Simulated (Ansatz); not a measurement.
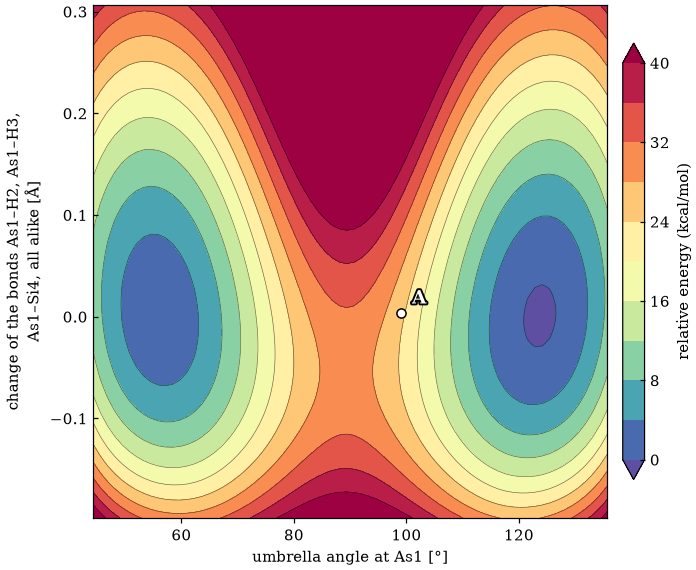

AsH2(SiH3) (AsH5Si). 
- First axis: umbrella angle at As1 (between each of its bonds and their common axis; 90 is planar). Second axis: change of the bonds As1–H2, As1–H3, As1–Si4, all alike.
- Nothing is relaxed (all other coordinates rigid).
- The grid has 11 × 11 points.
- Points are written as (first, second).
- Energies are in kcal/mol, from the lowest grid point.
- The calculation used Ansatz, RKS PBE0-D4/def2-TZVP.

In the figure: filled contours, one colour for all values above the top of the scale, the point A. Between grid points the surface is interpolated.

**Which way does the force act at A, and how strong is it?**

A, at (99.1°, 0.004 Å), is not a stationary point. The computed force is 1.3 kcal/mol for each degree towards larger values of the first coordinate and 53 kcal/mol for each Å towards smaller values of the second coordinate.
